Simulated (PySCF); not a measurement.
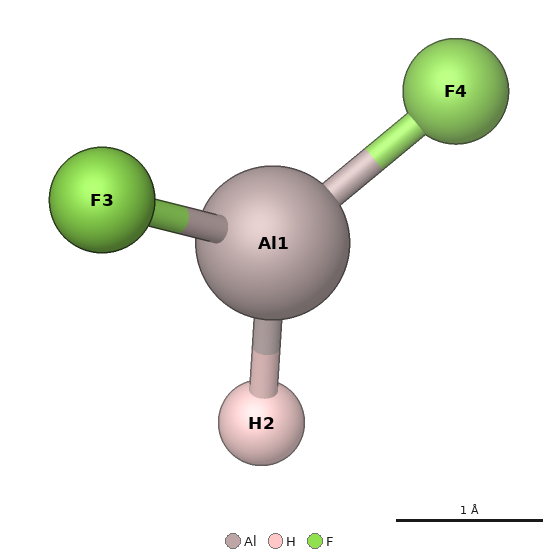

Orthographic view. Atoms fade into the background with distance from the viewer. The computed structure is the end point of a PBE0-D4/def2-TZVP optimisation. No frequency run is at hand to confirm it as a minimum.

List all interatomic distances (Å) as a matrix.

```
atom   Al1    H2    F3    F4
 Al1  0.00                  
  H2  1.56  0.00            
  F3  1.64  2.78  0.00      
  F4  1.64  2.78  2.81  0.00
```
